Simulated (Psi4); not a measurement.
**SiO2 (SMILES O=[Si]=O) at MP2/jun-cc-pVDZ (density fitting, density fitting for correlation, sweep point 2)**

What is the vertical ionisation energy of SiO2 at MP2/jun-cc-pVDZ (density fitting, density fitting for correlation, sweep point 2)? 

Program for the calculation: Psi4 1.11.

## Step 1: The structure to begin with

SiO2 has 3 atoms, charge 0, and is taken as a singlet. SMILES: `O=[Si]=O`. Geometry: relaxed at PBE0-D4/def2-TZVP.

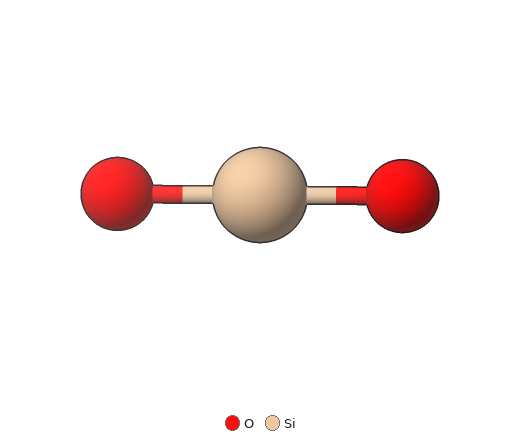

The structure, seen from a chosen angle (oxygen red, silicon light orange).

## Step 2: A single-point energy at MP2/jun-cc-pVDZ (density fitting, density fitting for correlation, sweep point 2)

Contents of input.in:

```
memory 1600 mb

molecule {
  O      0.697730     1.229600     0.518760
  Si    -0.000010     0.000000     0.000000
  O     -0.697730    -1.229610    -0.518760
  symmetry c1
}

set puream true
set scf_type df
set num_frozen_docc 7

e, wfn = energy('mp2/jun-cc-pVDZ', return_wfn=True)
```

The run is started by

```
$ psi4 -n 1 input.in input.out
```

input.out (excerpt; [...] marks lines left out):

```text
[...]
  Running in c1 symmetry.
[...]
  Nuclear repulsion =   89.956438948079580
[...]
  Multiplicity = 1
[...]
  Nalpha       = 15
  Nbeta        = 15
[...]
    Number of basis functions: 58
[...]
   @DF-RHF iter   1:  -438.39620813076692   -8.95525e-01   1.31842e-02 ADIIS/DIIS
[...]
   @DF-RHF iter  11:  -438.64319401533567   -8.52651e-13   2.00994e-09 DIIS
[...]
    Orbital Energies [Eh]
    ---------------------
    Doubly Occupied:
       1A    -68.903727     2A    -20.596940     3A    -20.596920
       4A     -6.254288     5A     -4.360197     6A     -4.359207
       7A     -4.359207     8A     -1.338960     9A     -1.312883
      10A     -0.659669    11A     -0.575153    12A     -0.557384
      13A     -0.557384    14A     -0.513496    15A     -0.513496
[...]
  @DF-RHF Final Energy:  -438.64319401533567
   => Energetics <=
    Nuclear Repulsion Energy =             89.9564389480795796
    One-Electron Energy =                -786.2814412032323617
    Two-Electron Energy =                 257.6818082398170873
    Total Energy =                       -438.6431940153356663
[...]
 Multipole Moments:
 ------------------------------------------------------------------------------------
     Multipole            Electronic (a.u.)      Nuclear  (a.u.)        Total (a.u.)
 ------------------------------------------------------------------------------------
 L = 1.  Multiply by 2.5417464519 to convert [e a0] to [Debye]
 Dipole X            :         -0.0000313           -0.0000001           -0.0000314
 Dipole Y            :         -0.0000006           -0.0000000           -0.0000006
 Dipole Z            :         -0.0000017           -0.0000000           -0.0000017
 Magnitude           :                                                    0.0000315
[...]
```

Wall time 3.3 s (1 thread of Intel Xeon at 2.70GHz, shared host); peak memory 0.25 GiB.

## Step 3: The doublet cation

Contents of input.in:

```
memory 1600 MB

molecule m {
  1 2
  O      0.697730     1.229600     0.518760
  Si    -0.000010     0.000000     0.000000
  O     -0.697730    -1.229610    -0.518760
  symmetry c1
}

set {
  reference uhf
  puream true
  scf_type df
  num_frozen_docc 7
  maxiter 100
}

energy_value, wavefunction = energy('mp2/jun-cc-pVDZ', return_wfn=True)
```

The run is started by

```
$ psi4 -i input.in -o input.out -n 1
```

input.out (excerpt; [...] marks lines left out):

```text
[...]
  Running in c1 symmetry.
[...]
  Nuclear repulsion =   89.956438948079580
[...]
  Multiplicity = 2
[...]
  Nalpha       = 15
  Nbeta        = 14
[...]
    Number of basis functions: 58
[...]
   @DF-UHF iter   1:  -438.05424683264624   -5.53563e-01   8.47879e-03 DIIS/ADIIS
[...]
   @DF-UHF iter  21:  -438.22232205119667    1.09310e-10   5.70740e-09 DIIS
[...]
   @S^2 Observed:                1.094570840E+00
[...]
    Orbital Energies [Eh]
    ---------------------
    Alpha Occupied:
       1A    -69.203699     2A    -20.971939     3A    -20.971922
       4A     -6.555207     5A     -4.665417     6A     -4.661337
       7A     -4.654687     8A     -1.733531     9A     -1.714230
      10A     -1.004119    11A     -0.975136    12A     -0.960455
      13A     -0.944844    14A     -0.910985    15A     -0.888170
    Alpha Virtual:
      16A     -0.257643    17A     -0.168674    18A     -0.166583
      19A     -0.072582    20A     -0.062745    21A     -0.062732
      22A     -0.061449    23A      0.032880    24A      0.036665
      25A      0.043441    26A      0.082202    27A      0.094231
[...]
  @DF-UHF Final Energy:  -438.22232205119667
   => Energetics <=
    Nuclear Repulsion Energy =             89.9564389480795796
    One-Electron Energy =                -776.4625991672095324
    Two-Electron Energy =                 248.2838381679332826
    Total Energy =                       -438.2223220511966701
  UHF NO Occupations:
  HONO-2 :   13  A 1.9918865
  HONO-1 :   14  A 1.8285458
[...]
 Multipole Moments:
 ------------------------------------------------------------------------------------
     Multipole            Electronic (a.u.)      Nuclear  (a.u.)        Total (a.u.)
 ------------------------------------------------------------------------------------
 L = 1.  Multiply by 2.5417464519 to convert [e a0] to [Debye]
 Dipole X            :         -0.0004654           -0.0000001           -0.0004655
 Dipole Y            :         -0.0000086           -0.0000000           -0.0000086
 Dipole Z            :         -0.0000409           -0.0000000           -0.0000409
 Magnitude           :                                                    0.0004674
[...]
```

Run time: 4.2 s. Hardware: 1 thread of Intel Xeon at 2.70GHz, shared host; peak memory 0.25 GiB.

## Step 4: What came out

At MP2/jun-cc-pVDZ (density fitting, density fitting for correlation, sweep point 2), 7 core orbitals frozen:

```
                                                                  quantity          value
                                                singlet SiO2: total energy  -439.12189 Eh
                         singlet SiO2: HOMO energy (Hartree–Fock orbitals)      -13.97 eV
                         singlet SiO2: LUMO energy (Hartree–Fock orbitals)       -0.36 eV
                       singlet SiO2: HOMO–LUMO gap (Hartree–Fock orbitals)       13.61 eV
                 singlet SiO2: correlation energy (7 core orbitals frozen)     -478.7 mEh
                                              doublet cation: total energy  -438.61930 Eh
doublet cation: HOMO energy (Hartree–Fock orbitals) (highest over α and β)      -18.74 eV
 doublet cation: LUMO energy (Hartree–Fock orbitals) (lowest over α and β)       -9.36 eV
               doublet cation: correlation energy (7 core orbitals frozen)     -397.0 mEh
                         doublet cation: ⟨S²⟩ of the reference determinant          1.095
                        vertical ionisation energy (to the doublet cation)      13.676 eV
```

What this shows: Removing an electron at fixed nuclei costs 13.68 eV (1320 kJ/mol). ⟨S²⟩ (doublet cation) is 1.09 where a pure doublet has 0.75: the reference is spin-contaminated.
